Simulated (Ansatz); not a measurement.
# FGe₂H₅O: geometry optimisation

Aim: relax FGe₂H₅O from a cheap starting geometry.

The runs use Ansatz 0.2.0, Gaussian basis; RKS PBE0-D4/def2-TZVP.

Plan: relaxation at PBE-D4/def2-SVP; relaxation at PBE0-D4/def2-TZVP.

1 further run of the same task is left out (set aside as unsound or not needed).

## (1) Starting geometry

9 atoms, charge 0, spin multiplicity 1.

Atoms are counted from 1 here; the program's logs count them from 0.

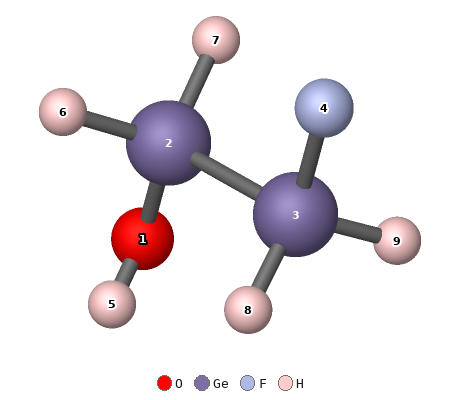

The starting geometry (oxygen red, germanium purple, fluorine light blue, hydrogen pink); atoms are numbered from 1 in the order of the file.

The start is a force-field geometry with small random shifts, so a cheaper pass at PBE-D4/def2-SVP comes first.

## (2) Geometry optimisation, PBE-D4/def2-SVP (cheap first pass)

The input, in.yaml:

```yaml
crystal:
  periodic: [false, false, false]
  atoms:
    - {symbol: O, position_ang: [-0.196400, 2.008200, -0.689100]}
    - {symbol: Ge, position_ang: [0.600900, 0.818800, 0.279000]}
    - {symbol: Ge, position_ang: [-0.352500, -1.336500, -0.192200]}
    - {symbol: F, position_ang: [0.584800, -2.535700, 0.784300]}
    - {symbol: H, position_ang: [-1.189600, 1.977900, -0.436500]}
    - {symbol: H, position_ang: [0.430100, 1.164100, 1.783700]}
    - {symbol: H, position_ang: [2.139000, 0.826300, -0.076000]}
    - {symbol: H, position_ang: [-1.789900, -1.320500, 0.170400]}
    - {symbol: H, position_ang: [-0.137900, -1.648900, -1.640700]}
basis:
  gaussian: {orbitals: def2-SVP}
hamiltonian: {xc: pbe, dispersion: d4}
relax: {f_tol: 0.03, max_steps: 200}
```

Run with:

```bash
> ansatz run in.yaml --threads 4 --pin off --events-out ev --progress --plain --max-ram 10444MiB
```

What it wrote:

```text
Functional definition: PBE
  name "PBE"
  cite "Perdew, Burke & Ernzerhof, Phys. Rev. Lett. 77, 3865 (1996) doi:10.1103/PhysRevLett.77.3865"
  parent pbe
  parameter kappa = 0.804
  parameter beta = 0.06672455060314922
  exchange = pbe_x(kappa = kappa, mu = beta*pi^2/3)
  correlation = pbe_c(beta = beta)
1283 factors; their error is unknown
mean field evaluation 1: about -117835.5513 eV, gradient 6.7e1 eV
mean field evaluation 2: about -117783.7690 eV, gradient 1.7e2 eV
mean field evaluation 4: about -117842.2758 eV, gradient 1.7e1 eV
mean field evaluation 8: about -117842.7371 eV, gradient 2.9e-1 eV
mean field evaluation 16: about -117842.6565 eV, gradient 3.5e-5 eV
mean field -117842.65653219 eV, -4330.6377509366 hartree, gradient 3.5e-5 eV, S^2 0.000000; 0 other end points of the search recorded, 0 dependent functions left out
the calculation of the forces begins
reference -117842.65656952 eV, -4330.6377523083 hartree; 43, 43 occupied and 74, 74 virtual orbitals, 1283 factors
relax step   1: F+E_penalty+E_count = -117842.82730510 eV  Δ(F+E_penalty+E_count) = +0.000e0 eV  max|allowed force component| = 3.091e0 eV/Å  Δτ_max = 0.0000 Å  (26 SCF iters, accepted)
these checks for a lower state are left out or cut short: starts, cluster_reference, orbital_swaps, neighbouring_geometries, increment
1283 factors; their error is unknown
mean field -117842.93863935 eV, -4330.6481181834 hartree, gradient 9.9e-6 eV, S^2 0.000000; 0 other end points of the search recorded, 0 dependent functions left out
the calculation of the forces begins
reference -117842.93867711 eV, -4330.6481195711 hartree; 43, 43 occupied and 74, 74 virtual orbitals, 1283 factors
relax step   2: F+E_penalty+E_count = -117843.10531173 eV  Δ(F+E_penalty+E_count) = -2.780e-1 eV  max|allowed force component| = 1.338e0 eV/Å  Δτ_max = 0.1598 Å  (29 SCF iters, accepted)
these checks for a lower state are left out or cut short: starts, cluster_reference, orbital_swaps, neighbouring_geometries, increment
1283 factors; their error is unknown
mean field -117842.98972727 eV, -4330.6499956300 hartree, gradient 1.3e-5 eV, S^2 0.000000; 0 other end points of the search recorded, 0 dependent functions left out
the calculation of the forces begins
reference -117842.98976502 eV, -4330.6499970170 hartree; 43, 43 occupied and 74, 74 virtual orbitals, 1283 factors
relax step   3: F+E_penalty+E_count = -117843.15557418 eV  Δ(F+E_penalty+E_count) = -5.026e-2 eV  max|allowed force component| = 3.721e-1 eV/Å  Δτ_max = 0.1126 Å  (29 SCF iters, accepted)
these checks for a lower state are left out or cut short: starts, cluster_reference, orbital_swaps, neighbouring_geometries, increment
1283 factors; their error is unknown
mean field evaluation 32: about -117843.0720 eV, gradient 1.8e0 eV
mean field -117842.99522450 eV, -4330.6501976494 hartree, gradient 4.4e-5 eV, S^2 0.000000; 0 other end points of the search recorded, 0 dependent functions left out
the calculation of the forces begins
reference -117842.99526219 eV, -4330.6501990343 hartree; 43, 43 occupied and 74, 74 virtual orbitals, 1283 factors
relax step   4: F+E_penalty+E_count = -117843.16167569 eV  Δ(F+E_penalty+E_count) = -6.102e-3 eV  max|allowed force component| = 1.648e-1 eV/Å  Δτ_max = 0.0302 Å  (26 SCF iters, accepted)
these checks for a lower state are left out or cut short: starts, cluster_reference, orbital_swaps, neighbouring_geometries, increment
1283 factors; their error is unknown
mean field -117842.99769095 eV, -4330.6502882895 hartree, gradient 4.9e-5 eV, S^2 0.000000; 0 other end points of the search recorded, 0 dependent functions left out
the calculation of the forces begins
reference -117842.99772870 eV, -4330.6502896771 hartree; 43, 43 occupied and 74, 74 virtual orbitals, 1283 factors
relax step   5: F+E_penalty+E_count = -117843.16410454 eV  Δ(F+E_penalty+E_count) = -2.429e-3 eV  max|allowed force component| = 4.134e-2 eV/Å  Δτ_max = 0.0320 Å  (26 SCF iters, accepted)
these checks for a lower state are left out or cut short: starts, cluster_reference, orbital_swaps, neighbouring_geometries, increment
1283 factors; their error is unknown
mean field -117842.99859698 eV, -4330.6503215858 hartree, gradient 4.3e-5 eV, S^2 0.000000; 0 other end points of the search recorded, 0 dependent functions left out
the calculation of the forces begins
reference -117842.99863468 eV, -4330.6503229713 hartree; 43, 43 occupied and 74, 74 virtual orbitals, 1283 factors
relax step   6: F+E_penalty+E_count = -117843.16507325 eV  Δ(F+E_penalty+E_count) = -9.687e-4 eV  max|allowed force component| = 1.780e-2 eV/Å  Δτ_max = 0.0274 Å  (26 SCF iters, accepted)
1283 factors; their error is unknown
mean field evaluation 64: about -117842.9986 eV, gradient 3.5e-4 eV
mean field -117842.99859698 eV, -4330.6503215858 hartree, gradient 4.3e-5 eV, S^2 0.000000; 1 other end points of the search recorded, 0 dependent functions left out
the calculation of the forces begins
reference -117842.99863468 eV, -4330.6503229712 hartree; 43, 43 occupied and 74, 74 virtual orbitals, 1283 factors
Total energy: -117843.16511095 eV, -4330.6564408612 hartree
Atom 0 at    -0.220454     2.069238    -0.697575 Å, force    -0.001510     0.000192     0.000930 eV/Å
Atom 1 at     0.627222     0.828114     0.313775 Å, force     0.017796    -0.007939    -0.008784 eV/Å
Atom 2 at    -0.328947    -1.368321    -0.205436 Å, force    -0.001676     0.000891     0.000418 eV/Å
Atom 3 at     0.492209    -2.556476     0.821197 Å, force    -0.004282    -0.000133    -0.000831 eV/Å
Atom 4 at    -1.143666     2.182629    -0.405345 Å, force    -0.008318     0.002948     0.003124 eV/Å
Atom 5 at     0.490015     1.156592     1.830827 Å, force    -0.002334     0.006386     0.006524 eV/Å
Atom 6 at     2.101089     0.933936    -0.144051 Å, force    -0.001850     0.001274     0.000161 eV/Å
Atom 7 at    -1.843220    -1.472874     0.142804 Å, force    -0.000768    -0.000390    -0.002256 eV/Å
Atom 8 at    -0.085748    -1.819137    -1.673297 Å, force     0.002943    -0.003228     0.000714 eV/Å
Dipole moment:    -0.308683     0.230536    -0.003116 e Å
```

Wall time 8 s (4 threads of Arm Neoverse V1, shared host).

The steps of the relaxation:

```tsv
step	energy from step 1 (eV)	largest force component (eV/Å)
1	0.0000	3.0906
2	-0.2780	1.3380
3	-0.3283	0.3721
4	-0.3344	0.1648
5	-0.3368	0.0413
6	-0.3378	0.0178
```

Distances of close pairs at the start and the end, largest changes first:

```tsv
bond	before (Å)	after (Å)	change (Å)
O1–Ge2	1.728	1.812	+0.083
Ge3–H8	1.483	1.557	+0.075
Ge3–H9	1.497	1.555	+0.057
O1–H5	1.025	0.975	-0.050
Ge2–Ge3	2.403	2.451	+0.048
Ge3–F4	1.808	1.772	-0.036
Ge2–H7	1.579	1.547	-0.032
Ge2–H6	1.553	1.558	+0.005
```

## (3) Relaxation at PBE0-D4/def2-TZVP

The input, in.yaml:

```yaml
crystal:
  periodic: [false, false, false]
  atoms:
    - {symbol: O, position_ang: [-0.220454, 2.069238, -0.697575]}
    - {symbol: Ge, position_ang: [0.627222, 0.828114, 0.313775]}
    - {symbol: Ge, position_ang: [-0.328947, -1.368321, -0.205436]}
    - {symbol: F, position_ang: [0.492209, -2.556476, 0.821197]}
    - {symbol: H, position_ang: [-1.143666, 2.182629, -0.405345]}
    - {symbol: H, position_ang: [0.490015, 1.156592, 1.830827]}
    - {symbol: H, position_ang: [2.101089, 0.933936, -0.144051]}
    - {symbol: H, position_ang: [-1.843220, -1.472874, 0.142804]}
    - {symbol: H, position_ang: [-0.085748, -1.819137, -1.673297]}
basis:
  gaussian: {orbitals: def2-TZVP}
hamiltonian: {xc: pbe0, dispersion: d4}
relax: {f_tol: 0.005, max_steps: 150}
```

Same command.

What it wrote:

```text
Functional definition: PBE0
  name "PBE0"
  cite "Adamo & Barone, J. Chem. Phys. 110, 6158 (1999) doi:10.1063/1.478522"
  cite "Perdew, Burke & Ernzerhof, Phys. Rev. Lett. 77, 3865 (1996) doi:10.1103/PhysRevLett.77.3865"
  parent pbe
  parameter a = 0.25
  parameter kappa = 0.804
  parameter beta = 0.06672455060314922
  exchange = (1 - a)*pbe_x(kappa = kappa, mu = beta*pi^2/3) + a*exact_x
  correlation = pbe_c(beta = beta)
1329 factors; their error is unknown
mean field evaluation 1: about -117859.5788 eV, gradient 6.6e1 eV
mean field evaluation 2: about -117839.8019 eV, gradient 1.2e2 eV
mean field evaluation 4: about -117865.7951 eV, gradient 7.3e0 eV
mean field evaluation 8: about -117866.4238 eV, gradient 2.6e-1 eV
mean field evaluation 16: about -117866.4238 eV, gradient 4.5e-5 eV
mean field -117866.42383811 eV, -4331.5111833190 hartree, gradient 4.5e-5 eV, S^2 0.000000; 0 other end points of the search recorded, 0 dependent functions left out
the calculation of the forces begins
reference -117866.42386953 eV, -4331.5111844738 hartree; 43, 43 occupied and 145, 145 virtual orbitals, 1329 factors
relax step   1: F+E_penalty+E_count = -117866.56596585 eV  Δ(F+E_penalty+E_count) = +0.000e0 eV  max|allowed force component| = 6.798e-1 eV/Å  Δτ_max = 0.0000 Å  (27 SCF iters, accepted)
these checks for a lower state are left out or cut short: starts, cluster_reference, orbital_swaps, neighbouring_geometries, increment
1329 factors; their error is unknown
mean field -117866.44590962 eV, -4331.5119944320 hartree, gradient 1.2e-5 eV, S^2 0.000000; 0 other end points of the search recorded, 0 dependent functions left out
the calculation of the forces begins
reference -117866.44594081 eV, -4331.5119955781 hartree; 43, 43 occupied and 145, 145 virtual orbitals, 1329 factors
relax step   2: F+E_penalty+E_count = -117866.58927707 eV  Δ(F+E_penalty+E_count) = -2.331e-2 eV  max|allowed force component| = 2.719e-1 eV/Å  Δτ_max = 0.0666 Å  (30 SCF iters, accepted)
these checks for a lower state are left out or cut short: starts, cluster_reference, orbital_swaps, neighbouring_geometries, increment
1329 factors; their error is unknown
mean field -117866.45272726 eV, -4331.5122449757 hartree, gradient 1.1e-5 eV, S^2 0.000000; 0 other end points of the search recorded, 0 dependent functions left out
the calculation of the forces begins
reference -117866.45275845 eV, -4331.5122461220 hartree; 43, 43 occupied and 145, 145 virtual orbitals, 1329 factors
relax step   3: F+E_penalty+E_count = -117866.59560309 eV  Δ(F+E_penalty+E_count) = -6.326e-3 eV  max|allowed force component| = 1.902e-1 eV/Å  Δτ_max = 0.0435 Å  (31 SCF iters, accepted)
these checks for a lower state are left out or cut short: starts, cluster_reference, orbital_swaps, neighbouring_geometries, increment
1329 factors; their error is unknown
mean field evaluation 32: about -117865.9003 eV, gradient 3.5e-2 eV
mean field -117866.45264791 eV, -4331.5122420595 hartree, gradient 1.2e-5 eV, S^2 0.000000; 0 other end points of the search recorded, 0 dependent functions left out
the calculation of the forces begins
reference -117866.45267904 eV, -4331.5122432037 hartree; 43, 43 occupied and 145, 145 virtual orbitals, 1329 factors
relax step   4: F+E_penalty+E_count = -117866.59537851 eV  Δ(F+E_penalty+E_count) = +2.246e-4 eV  max|allowed force component| = 3.049e-1 eV/Å  Δτ_max = 0.0754 Å  (30 SCF iters, rejected (line search))
these checks for a lower state are left out or cut short: starts, cluster_reference, orbital_swaps, neighbouring_geometries, increment
1329 factors; their error is unknown
mean field -117866.45549421 eV, -4331.5123466592 hartree, gradient 1.1e-5 eV, S^2 0.000000; 0 other end points of the search recorded, 0 dependent functions left out
the calculation of the forces begins
reference -117866.45552539 eV, -4331.5123478050 hartree; 43, 43 occupied and 145, 145 virtual orbitals, 1329 factors
relax step   5: F+E_penalty+E_count = -117866.59837563 eV  Δ(F+E_penalty+E_count) = -2.773e-3 eV  max|allowed force component| = 5.397e-2 eV/Å  Δτ_max = 0.0365 Å  (30 SCF iters, accepted)
these checks for a lower state are left out or cut short: starts, cluster_reference, orbital_swaps, neighbouring_geometries, increment
1329 factors; their error is unknown
mean field -117866.45620083 eV, -4331.5123726269 hartree, gradient 1.1e-5 eV, S^2 0.000000; 0 other end points of the search recorded, 0 dependent functions left out
the calculation of the forces begins
reference -117866.45623197 eV, -4331.5123737714 hartree; 43, 43 occupied and 145, 145 virtual orbitals, 1329 factors
relax step   6: F+E_penalty+E_count = -117866.59907469 eV  Δ(F+E_penalty+E_count) = -6.991e-4 eV  max|allowed force component| = 1.356e-2 eV/Å  Δτ_max = 0.0392 Å  (31 SCF iters, accepted)
these checks for a lower state are left out or cut short: starts, cluster_reference, orbital_swaps, neighbouring_geometries, increment
1329 factors; their error is unknown
mean field -117866.45639513 eV, -4331.5123797674 hartree, gradient 1.1e-5 eV, S^2 0.000000; 0 other end points of the search recorded, 0 dependent functions left out
the calculation of the forces begins
reference -117866.45642625 eV, -4331.5123809112 hartree; 43, 43 occupied and 145, 145 virtual orbitals, 1329 factors
relax step   7: F+E_penalty+E_count = -117866.59925124 eV  Δ(F+E_penalty+E_count) = -1.766e-4 eV  max|allowed force component| = 5.606e-3 eV/Å  Δτ_max = 0.0182 Å  (31 SCF iters, accepted)
these checks for a lower state are left out or cut short: starts, cluster_reference, orbital_swaps, neighbouring_geometries, increment
1329 factors; their error is unknown
mean field evaluation 64: about -117866.4565 eV, gradient 1.1e-5 eV
mean field -117866.45647761 eV, -4331.5123827984 hartree, gradient 1.1e-5 eV, S^2 0.000000; 0 other end points of the search recorded, 0 dependent functions left out
the calculation of the forces begins
reference -117866.45650872 eV, -4331.5123839416 hartree; 43, 43 occupied and 145, 145 virtual orbitals, 1329 factors
relax step   8: F+E_penalty+E_count = -117866.59933709 eV  Δ(F+E_penalty+E_count) = -8.584e-5 eV  max|allowed force component| = 4.600e-2 eV/Å  Δτ_max = 0.0344 Å  (31 SCF iters, accepted)
these checks for a lower state are left out or cut short: starts, cluster_reference, orbital_swaps, neighbouring_geometries, increment
1329 factors; their error is unknown
mean field -117866.45651323 eV, -4331.5123841074 hartree, gradient 1.1e-5 eV, S^2 0.000000; 0 other end points of the search recorded, 0 dependent functions left out
the calculation of the forces begins
reference -117866.45654433 eV, -4331.5123852505 hartree; 43, 43 occupied and 145, 145 virtual orbitals, 1329 factors
relax step   9: F+E_penalty+E_count = -117866.59938775 eV  Δ(F+E_penalty+E_count) = -5.067e-5 eV  max|allowed force component| = 1.482e-2 eV/Å  Δτ_max = 0.0079 Å  (32 SCF iters, accepted)
these checks for a lower state are left out or cut short: starts, cluster_reference, orbital_swaps, neighbouring_geometries, increment
1329 factors; their error is unknown
mean field -117866.45656596 eV, -4331.5123860452 hartree, gradient 1.1e-5 eV, S^2 0.000000; 0 other end points of the search recorded, 0 dependent functions left out
the calculation of the forces begins
reference -117866.45659707 eV, -4331.5123871885 hartree; 43, 43 occupied and 145, 145 virtual orbitals, 1329 factors
relax step  10: F+E_penalty+E_count = -117866.59941545 eV  Δ(F+E_penalty+E_count) = -2.770e-5 eV  max|allowed force component| = 2.076e-2 eV/Å  Δτ_max = 0.0050 Å  (32 SCF iters, accepted)
these checks for a lower state are left out or cut short: starts, cluster_reference, orbital_swaps, neighbouring_geometries, increment
1329 factors; their error is unknown
mean field -117866.45659811 eV, -4331.5123872267 hartree, gradient 1.1e-5 eV, S^2 0.000000; 0 other end points of the search recorded, 0 dependent functions left out
the calculation of the forces begins
reference -117866.45662923 eV, -4331.5123883703 hartree; 43, 43 occupied and 145, 145 virtual orbitals, 1329 factors
relax step  11: F+E_penalty+E_count = -117866.59946859 eV  Δ(F+E_penalty+E_count) = -5.314e-5 eV  max|allowed force component| = 2.544e-3 eV/Å  Δτ_max = 0.0094 Å  (32 SCF iters, accepted)
these checks for a lower state are left out or cut short: starts, cluster_reference, orbital_swaps, neighbouring_geometries, increment
1329 factors; their error is unknown
mean field -117866.45662170 eV, -4331.5123880936 hartree, gradient 1.1e-5 eV, S^2 0.000000; 0 other end points of the search recorded, 0 dependent functions left out
the calculation of the forces begins
reference -117866.45665283 eV, -4331.5123892377 hartree; 43, 43 occupied and 145, 145 virtual orbitals, 1329 factors
relax step  12: F+E_penalty+E_count = -117866.59950457 eV  Δ(F+E_penalty+E_count) = -3.598e-5 eV  max|allowed force component| = 1.384e-2 eV/Å  Δτ_max = 0.0164 Å  (31 SCF iters, accepted)
these checks for a lower state are left out or cut short: starts, cluster_reference, orbital_swaps, neighbouring_geometries, increment
1329 factors; their error is unknown
mean field evaluation 96: about -117866.4566 eV, gradient 2.4e-1 eV
mean field -117866.45662924 eV, -4331.5123883709 hartree, gradient 1.1e-5 eV, S^2 0.000000; 0 other end points of the search recorded, 0 dependent functions left out
the calculation of the forces begins
reference -117866.45666039 eV, -4331.5123895154 hartree; 43, 43 occupied and 145, 145 virtual orbitals, 1329 factors
relax step  13: F+E_penalty+E_count = -117866.59951896 eV  Δ(F+E_penalty+E_count) = -1.439e-5 eV  max|allowed force component| = 8.844e-3 eV/Å  Δτ_max = 0.0134 Å  (32 SCF iters, accepted)
these checks for a lower state are left out or cut short: starts, cluster_reference, orbital_swaps, neighbouring_geometries, increment
1329 factors; their error is unknown
mean field -117866.45663403 eV, -4331.5123885469 hartree, gradient 1.1e-5 eV, S^2 0.000000; 0 other end points of the search recorded, 0 dependent functions left out
the calculation of the forces begins
reference -117866.45666518 eV, -4331.5123896916 hartree; 43, 43 occupied and 145, 145 virtual orbitals, 1329 factors
relax step  14: F+E_penalty+E_count = -117866.59952290 eV  Δ(F+E_penalty+E_count) = -3.938e-6 eV  max|allowed force component| = 4.614e-3 eV/Å  Δτ_max = 0.0035 Å  (33 SCF iters, accepted)
1329 factors; their error is unknown
mean field -117866.45663403 eV, -4331.5123885469 hartree, gradient 4.7e-5 eV, S^2 0.000000; 1 other end points of the search recorded, 0 dependent functions left out
the calculation of the forces begins
reference -117866.45666518 eV, -4331.5123896916 hartree; 43, 43 occupied and 145, 145 virtual orbitals, 1329 factors
Total energy: -117866.59955404 eV, -4331.5176407605 hartree
Atom 0 at    -0.288793     2.037757    -0.660800 Å, force     0.000908    -0.001461     0.001849 eV/Å
Atom 1 at     0.629146     0.816817     0.270349 Å, force    -0.003239     0.004613    -0.001484 eV/Å
Atom 2 at    -0.318582    -1.375197    -0.227324 Å, force     0.000415    -0.004216     0.001641 eV/Å
Atom 3 at     0.398356    -2.499833     0.908096 Å, force    -0.001853     0.002934    -0.002967 eV/Å
Atom 4 at    -1.125142     2.264919    -0.248697 Å, force     0.003202    -0.002413     0.000464 eV/Å
Atom 5 at     0.532557     1.125040     1.778064 Å, force     0.000249    -0.000116    -0.001205 eV/Å
Atom 6 at     2.071705     0.952277    -0.231835 Å, force    -0.000991    -0.000038     0.000477 eV/Å
Atom 7 at    -1.837358    -1.448674     0.019000 Å, force     0.001601     0.000180    -0.000237 eV/Å
Atom 8 at     0.026612    -1.919406    -1.623956 Å, force    -0.000290     0.000517     0.001462 eV/Å
Dipole moment:    -0.253722     0.245392    -0.001979 e Å
```

Run time: 49 s. Hardware: 4 threads of Arm Neoverse V1, shared host; peak memory 0.55 GiB.

The steps of the relaxation:

```tsv
step	energy from step 1 (eV)	largest force component (eV/Å)
1	0.0000	0.6798
2	-0.0233	0.2719
3	-0.0296	0.1902
4	-0.0294	0.3049
5	-0.0324	0.0540
6	-0.0331	0.0136
7	-0.0333	0.0056
8	-0.0334	0.0460
9	-0.0334	0.0148
10	-0.0334	0.0208
11	-0.0335	0.0025
12	-0.0335	0.0138
13	-0.0336	0.0088
14	-0.0336	0.0046
```

The force was under the threshold of 0.005 eV/Å already at step 11, but the program went on to step 14.

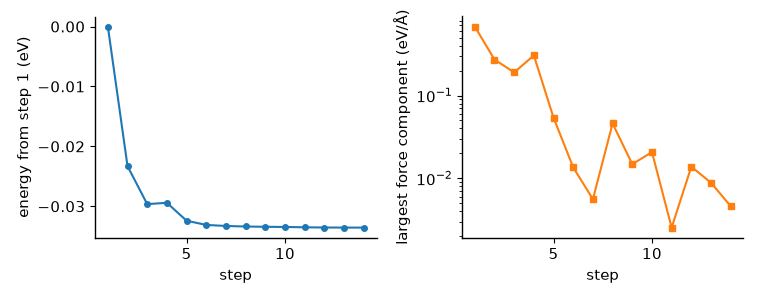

Energy and force, step by step.

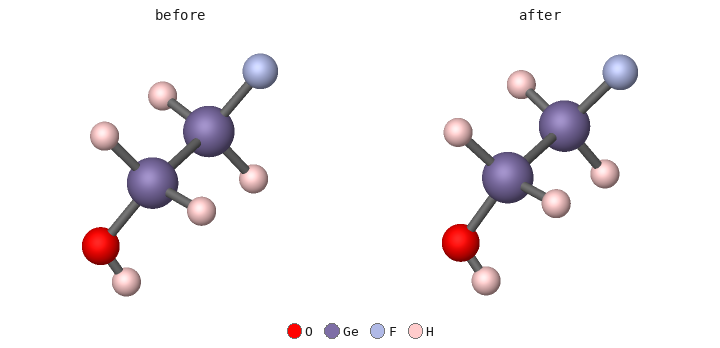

Before and after, at one scale.

Close pairs (by a distance rule), those that changed most:

```tsv
bond	before (Å)	after (Å)	change (Å)
O1–Ge2	1.812	1.789	-0.023
Ge3–F4	1.772	1.752	-0.020
Ge3–H8	1.557	1.540	-0.017
Ge3–H9	1.555	1.538	-0.017
Ge2–H6	1.558	1.542	-0.016
O1–H5	0.975	0.960	-0.015
Ge2–H7	1.547	1.533	-0.013
Ge2–Ge3	2.451	2.439	-0.012
```

Mulliken charges of the relaxed molecule (report file):

```tsv
atom	value (e)
O1	-0.57
Ge2	0.23
Ge3	0.37
F4	-0.39
H5	0.32
H6	0.01
H7	0.03
H8	0.00
H9	0.01
```

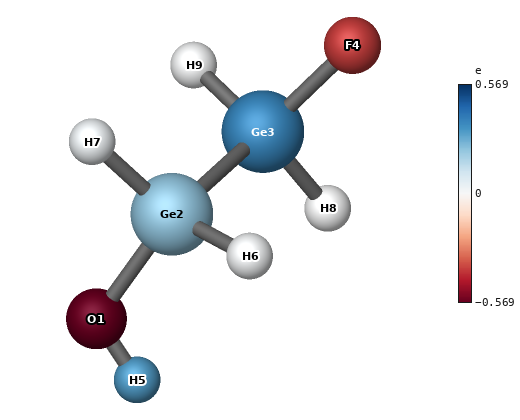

Mulliken charges of the relaxed molecule (report file), as colours on the atoms.

## (4) What came out

| quantity | value |
| --- | --- |
| point group | C1 |
| steps | 6 + 14 |
| shift from the start (rms) | 0.207 Å |
| total energy | -117866.5996 eV |
| dispersion term | -143 meV |
| dipole moment | 1.70 D |

In words: The relaxed geometry lies 0.21 Å (rms) from the start; the bond that changed most is O1–H5, from 1.025 to 0.960 Å. No vibrations were run, so it is not proven to be a minimum. The largest Mulliken charge, -0.57 e, sits on O1.
